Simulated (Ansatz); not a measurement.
The reference is GaAs in the zinc blende structure (space group F-43m, No. 216; a = 5.6590 Å). Axes: x, y, z lie along the cube axes.

Perturbation: uniaxial strain ε_zz = +0.50 %, all other strain components held at zero; the atoms relax in the strained cell.

Method: PBEsol/PAW in Ansatz (a quantum-chemistry and plane-wave program), without spin-orbit coupling.

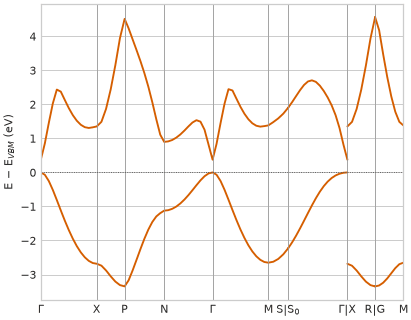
*Highest valence and lowest conduction band along the path of the changed cell's own zone*

The gap is 0.37 eV, direct at Γ; the base has 0.42 eV.

Gaps are Kohn–Sham eigenvalue differences; semilocal functionals usually give less than the measured gap. Whether these cells are dynamically stable was not tested. Labels are those of the standard path for the cell's own space group.
